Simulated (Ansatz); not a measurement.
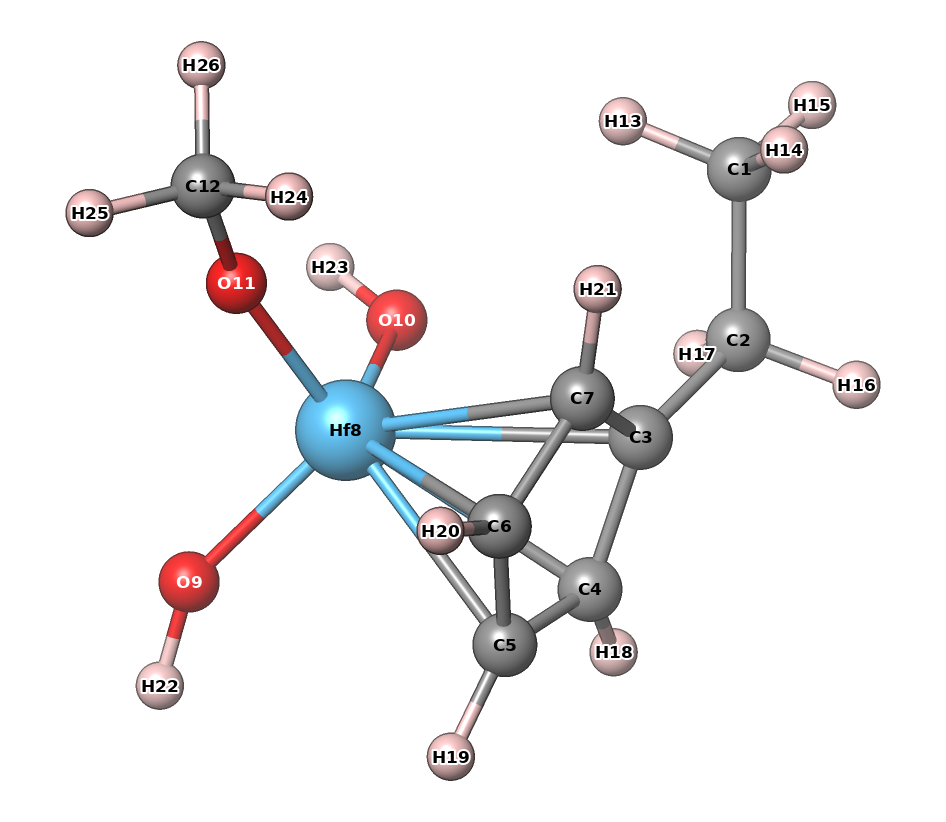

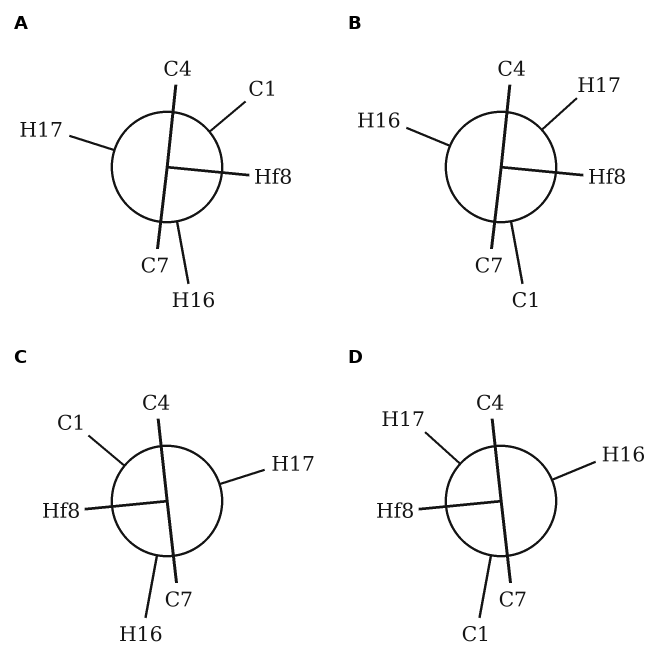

Depth is shown by fading: the farther an atom, the more it takes the colour of the background. Bonds that would overlap in a projection are set slightly apart. The species is neutral and a spin singlet. Computed geometry: PBE0-D4/def2-TZVP optimisation. No frequency run is at hand to confirm it as a minimum.

Which Newman projection shows the view along C3–C2, with C3 in front?

Answer. B. The torsion angle Hf8–C3–C2–C1 is 75°, synclinal (gauche).
